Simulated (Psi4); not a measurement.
# [PH2]− (SMILES [PH2-]): r2SCAN/def2-QZVPD (sweep point 6)

What is the energy change on altering one bond length of [PH2]− at r2SCAN/def2-QZVPD (sweep point 6)? 

Program for the calculation: Psi4 1.11.

**1. The structure to begin with**

[PH2]− has 3 atoms, charge -1, and is taken as a singlet. As SMILES, `[PH2-]`. The shape is that of a GFN2-xTB optimisation.

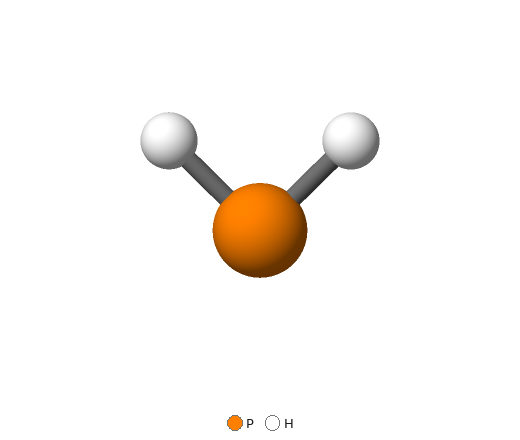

The structure, seen from a chosen angle (phosphorus orange, hydrogen white).

**2. The energy at r2SCAN/def2-QZVPD (sweep point 6)**

File job.inp:

```
memory 1.6 GB

molecule molecule1 {
  -1 1
  P      0.498920    -0.293580     0.245050
  H      0.105590     0.990220     0.165130
  H     -0.604500    -0.696650    -0.410180
  units angstrom
  symmetry c1
}

set basis def2-QZVPD
set puream true
set scf_type pk
set dft_radial_points 99
set dft_spherical_points 590

result, w = energy('r2scan', return_wfn=True)
print_variables()
```

Launch:

```sh
$ psi4 -i job.inp -o job.out -n 1
```

job.out:

```text
[...]
  Running in c1 symmetry.
[...]
  Nuclear repulsion =   12.078193179372084
[...]
  Multiplicity = 1
[...]
  Nalpha       = 9
  Nbeta        = 9
[...]
    Number of basis functions: 142
[...]
   @RKS iter   1:  -342.33304406913248   -1.15987e-01   4.44431e-03 ADIIS/DIIS
[...]
   @RKS iter   8:  -342.52803457337529   -8.96984e-08   8.94698e-07 DIIS
[...]
    Orbital Energies [Eh]
    ---------------------
    Doubly Occupied:
       1A    -76.451348     2A     -6.174052     3A     -4.318861
       4A     -4.316196     5A     -4.313171     6A     -0.330820
       7A     -0.111318     8A     -0.021277     9A      0.068710
[...]
  @RKS Final Energy:  -342.52803457337529
   => Energetics <=
    Nuclear Repulsion Energy =             12.0781931793720840
    One-Electron Energy =                -501.9156389253069506
    Two-Electron Energy =                 171.4631682346141588
    DFT Exchange-Correlation Energy =     -24.1537570620545630
    Empirical Dispersion Energy =           0.0000000000000000
    VV10 Nonlocal Energy =                  0.0000000000000000
    Total Energy =                       -342.5280345733752938
[...]
 Multipole Moments:
 ------------------------------------------------------------------------------------
     Multipole            Electronic (a.u.)      Nuclear  (a.u.)        Total (a.u.)
 ------------------------------------------------------------------------------------
 L = 1.  Multiply by 2.5417464519 to convert [e a0] to [Debye]
 Dipole X            :          1.3719176           -1.5127552           -0.1408377
 Dipole Y            :         -0.7286777            0.8035019            0.0748242
 Dipole Z            :          0.0000000            0.0000000            0.0000000
 Magnitude           :                                                    0.1594801
[...]
```

Run time: 23 s. Hardware: 1 thread of Intel Xeon Platinum 8488C (Sapphire Rapids), shared host; peak memory 1.2 GiB.

**3. The distorted shape, same level**

File input.in:

```
memory 1.6 GB

molecule geom {
  -1 1
  P      1.050656    -0.092036     0.572680
  H      0.657326     1.191764     0.492760
  H     -0.604500    -0.696650    -0.410180
  units angstrom
  symmetry c1
}

set basis def2-QZVPD
set puream true
set scf_type pk
set dft_radial_points 99
set dft_spherical_points 590

e, wfn = energy("r2scan", return_wfn=True)
```

Launch:

```sh
$ psi4 input.in input.out -n 1
```

input.out:

```text
[...]
  Running in c1 symmetry.
[...]
  Nuclear repulsion =   10.051782345975223
[...]
  Multiplicity = 1
[...]
  Nalpha       = 9
  Nbeta        = 9
[...]
    Number of basis functions: 142
[...]
   @RKS iter   1:  -342.28657763946404   -2.14566e-01   4.31964e-03 DIIS/ADIIS
[...]
   @RKS iter  10:  -342.48193801697437   -3.11091e-08   2.32725e-07 DIIS
[...]
    Orbital Energies [Eh]
    ---------------------
    Doubly Occupied:
       1A    -76.499248     2A     -6.215498     3A     -4.362946
       4A     -4.357690     5A     -4.353133     6A     -0.316238
       7A     -0.083463     8A     -0.033721     9A      0.056359
[...]
  @RKS Final Energy:  -342.48193801697437
   => Energetics <=
    Nuclear Repulsion Energy =             10.0517823459752229
    One-Electron Energy =                -497.4580520223439635
    Two-Electron Energy =                 168.9495993195389758
    DFT Exchange-Correlation Energy =     -24.0252676601445572
    Empirical Dispersion Energy =           0.0000000000000000
    VV10 Nonlocal Energy =                  0.0000000000000000
    Total Energy =                       -342.4819380169743681
[...]
 Multipole Moments:
 ------------------------------------------------------------------------------------
     Multipole            Electronic (a.u.)      Nuclear  (a.u.)        Total (a.u.)
 ------------------------------------------------------------------------------------
 L = 1.  Multiply by 2.5417464519 to convert [e a0] to [Debye]
 Dipole X            :          2.6541528           -2.0953379            0.5588149
 Dipole Y            :         -0.3135656            0.6196306            0.3060650
 Dipole Z            :         -0.0000000            0.0000000           -0.0000000
 Magnitude           :                                                    0.6371420
[...]
```

Run time: 27 s. Hardware: 1 thread of Intel Xeon Platinum 8488C (Sapphire Rapids), shared host; peak memory 1.2 GiB.

**4. Results**

At r2SCAN/def2-QZVPD (sweep point 6):

| quantity | value |
| --- | --- |
| first shape: total energy | -342.52803 Eh |
| first shape: HOMO energy | 1.87 eV |
| first shape: LUMO energy | 4.69 eV |
| first shape: HOMO–LUMO gap (to an unbound level, set by the basis) | 2.82 eV |
| distorted shape: total energy | -342.48194 Eh |
| distorted shape: HOMO energy | 1.53 eV |
| distorted shape: LUMO energy | 3.48 eV |
| distorted shape: HOMO–LUMO gap (to an unbound level, set by the basis) | 1.95 eV |
| energy change with the P1–H3 bond stretched from 1.345 to 2.018 Å | 1.254 eV |

With the P1–H3 bond stretched from 1.345 to 2.018 Å the energy rises by 1.25 eV (29 kcal/mol). The first shape isn't relaxed at this level, so the change isn't measured from a minimum. The HOMO (first shape) lies at positive energy, 1.87 eV, as semi-local functionals often give for anions; only total energies tell whether the electron is bound. The HOMO (distorted shape) lies at positive energy, 1.53 eV, as semi-local functionals often give for anions; only total energies tell whether the electron is bound.
